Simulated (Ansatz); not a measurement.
The calculation's input:

```
crystal:
  periodic: [false, false, false]
  atoms:
    - symbol: B
      position_ang: [-0.033007, 1.109121, 1.801459]
    - symbol: B
      position_ang: [0.382245, 1.694479, 0.269157]
    - symbol: F
      position_ang: [0.704709, 2.966824, 0.066134]
    - symbol: F
      position_ang: [0.404865, 0.908572, -0.801313]
    - symbol: H
      position_ang: [-1.175380, 1.110126, 2.193851]
    - symbol: H
      position_ang: [0.797468, 0.668463, 2.559830]
basis:
  gaussian: {orbitals: def2-TZVPD}
hamiltonian: {xc: {name: PBE0}}
output: {forces: true, orbitals: {seedname: orbitals}}
```

Launched as:

```sh
ansatz run input.yaml --threads 1 --pin off --max-ram 2610MiB --events-out events.jsonl --progress --plain --runs-dir runs
```

Geometry: r2SCAN-D4/def2-SVP.

Theory: Ansatz 0.2.0, isolated molecule in a Gaussian basis; Kohn-Sham density functional theory, functional PBE0.

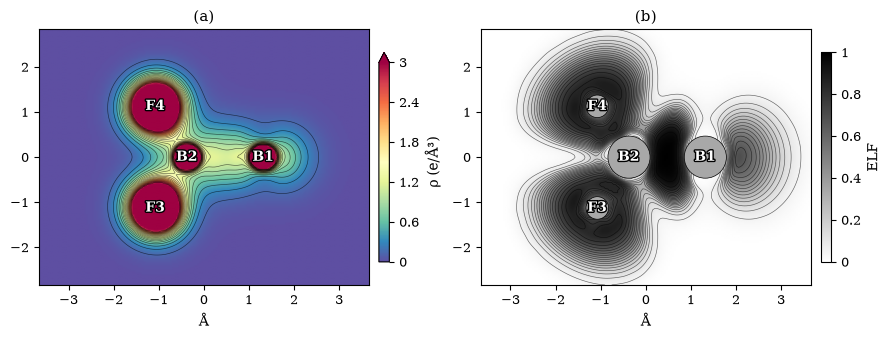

B2F2H2. (a) electron density; (b) ELF on the plane of atoms B1, B2 and F4. Grey discs cover the atomic cores in the ELF map.

> Interpret the plot.

Atoms in the plane: B and F.
B–F (1.33 Å): ρ at the midpoint is about 2.2 e/Å³; the ELF peaks at about 0.85 between the atoms; a polar covalent bond.
B–B (1.69 Å): ρ at the midpoint is about 1.1 e/Å³; the ELF peaks at about 1 between the atoms; a shared electron pair.
The ELF also peaks beside F3 and F4, away from the bonds: lone-pair regions.
